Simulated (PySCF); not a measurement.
**C7H6SSi (SMILES C#CC(=C=S)[SiH2]C#CC): density, localisation and related maps**

The calculation's input:

```
{"job": {"kind": "uv", "xc": "CAM-B3LYP", "basis": "def2-SVPD", "nstates": 8, "ntriplets": 3}, "charge": 0, "multiplicity": 1}
C     -4.188278    -1.029507    -0.219368
C     -3.097191    -0.527185    -0.260633
C     -1.797324    -0.009386    -0.304858
C     -1.448456     1.234957    -0.392858
S     -0.829590     2.663535    -0.496490
Si    -0.390381    -1.320144    -0.232658
C      1.195596    -0.394966    -0.203460
C      2.206954     0.261763    -0.184631
C      3.418065     1.045374    -0.157654
H     -5.156300    -1.430302    -0.186985
H     -0.506913    -2.147054    -1.438428
H     -0.596440    -2.084716     1.001467
H      3.189699     2.082154    -0.403969
H      4.132308     0.656705    -0.883221
H      3.863836     1.006763     0.836179
```

Run with:

```sh
OMP_NUM_THREADS=1 python probes_run.py task.json out
```

Geometry: GFN2-xTB.

Theory: CAM-B3LYP/def2-SVPD, SCF density, gas phase in PySCF 2.14.0.

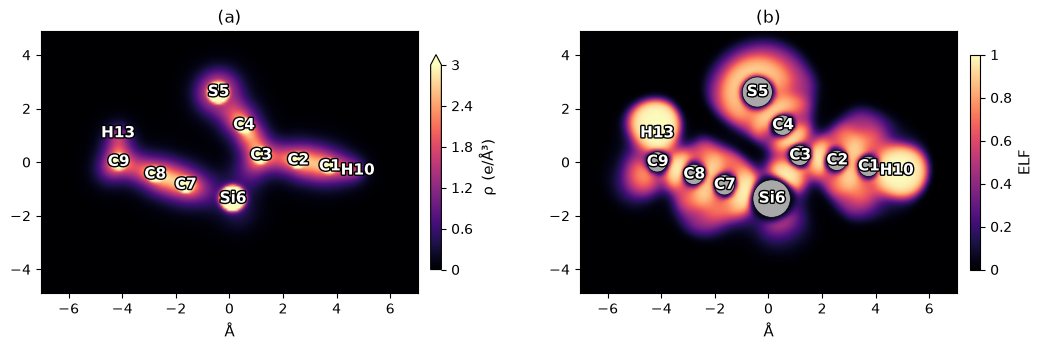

Figure 1. (a) total electron density; (b) ELF on the plane of atoms C3, Si6 and C7. Grey discs cover the atomic cores in the ELF map.

**Interpret the plot.**

- The plane passes through C, S, Si and H nuclei.
- C–C (1.20 Å): ρ at the midpoint is about 2.7 e/Å³; the ELF peaks at about 0.85 between the atoms; a multiple bond.
- C–S (1.56 Å): the density is about 1.8 e/Å³ at the midpoint; the ELF peaks at about 0.90 between the atoms, as expected for a covalent bond.
- C–Si (1.84 Å): ρ is about 0.96 e/Å³ halfway; the ELF peaks at about 0.95 between the atoms (localised, covalent bonding).
- C–H (1.05 Å): ρ is about 2.1 e/Å³ halfway; the ELF climbs to about 1 towards the hydrogen, as it does in any bond to H: a covalent bond by its length.
- C–C (1.30 Å): the density is about 2.4 e/Å³ at the midpoint; the ELF peaks at about 0.90 between the atoms; a multiple bond.
- The ELF also peaks beside S5, away from the bonds: lone-pair regions.

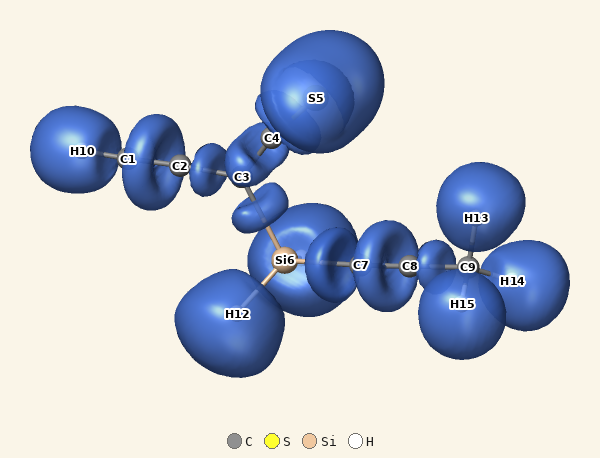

Figure 2. Isosurface of the electron localisation function at 0.8 (blue), seen at a tilt. Core shells and regions of very low density are left out.

**Describe the localisation domains.**

At this value the surface marks out five regions between bonded C–C atoms (shared pairs), one region between bonded C–S atoms (shared pairs), two regions between bonded C–Si atoms (shared pairs), six regions around hydrogen nuclei and one ring or bowl of non-bonding electrons around S.

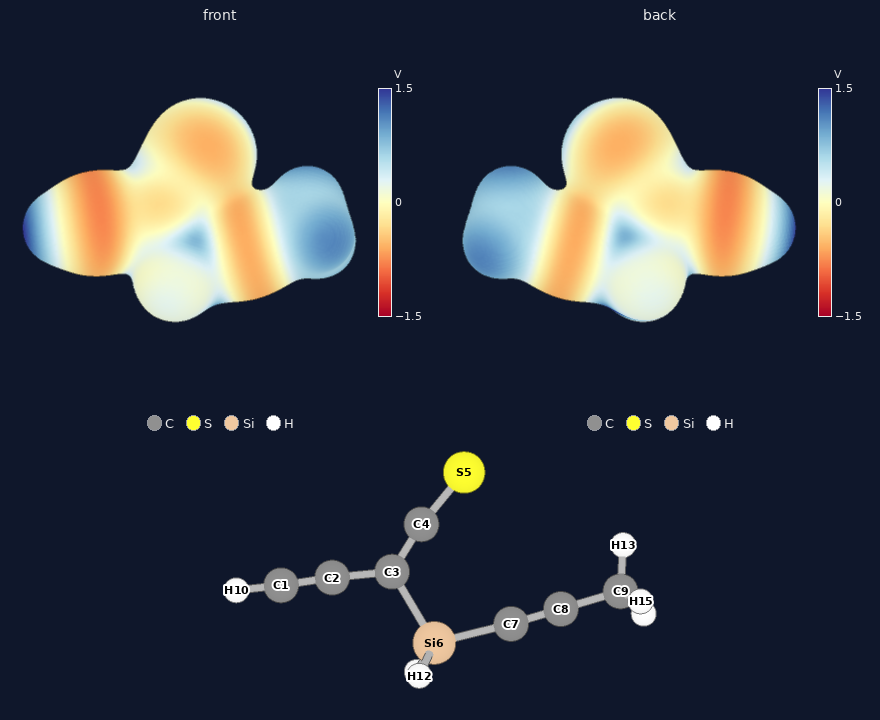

Figure 3. The molecular electrostatic potential painted on the density surface at 0.002 e/bohr³, seen from the front and from behind; red is negative and blue positive. The bare structure is drawn below in the same view.

**Which sites attract a positive test charge, and which a negative one?**

A positive charge is drawn to the negative regions and a negative charge to the positive ones. The most negative region (about −0.8 V) lies over C1 and C2, the most positive (about +1.4 V) over Si6 and H10.
